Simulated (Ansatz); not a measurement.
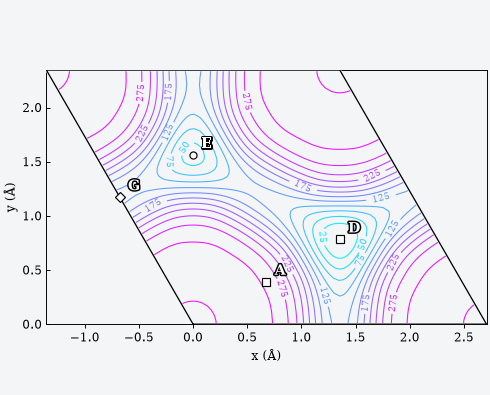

H on a Rh(111) slab cut from the Fm-3m phase, its upper half relaxed before the scan (12 atoms of substrate and one adsorbate in a 2 × 2 cell). H is moved over the surface cell; relaxed at each place: the height of the adsorbate's atoms; substrate rigid; the origin of the map has the adsorbate above Rh9. Places are given modulo a cell vector. The map is drawn in real space over the plane of the surface. The scan uses a 6 × 6 grid; 10 points were computed and 26 follow by symmetry. Places are given in fractions of the 1 × 1 surface cell. Energies: meV, counted from the lowest grid point. Computed with DFT PBE, scalar-relativistic, plane waves, PAW in Ansatz 0.2.0. Settings: cutoff 420 eV, k-mesh 6×6×1, gaussian smearing 0.1 eV, no spin polarisation.

Drawn: contour lines labelled in meV, the outline of one cell of the plane, lettered points. Between grid points the surface is interpolated.

Question: Is E the lowest point of the computed grid?

Answer: No. E lies 41 meV above the lowest grid point, which is at a threefold hollow over a third-layer Rh atom, (4/6, 2/6) of the cell vectors. It is a local minimum.

Question: What kind of point is each of D, E: minimum, saddle, maximum or slope?

Answer: D: minimum; E: minimum. (In these two coordinates alone; a stationary point may lie a little off the grid point.)

PAW datasets: the set soft_1.
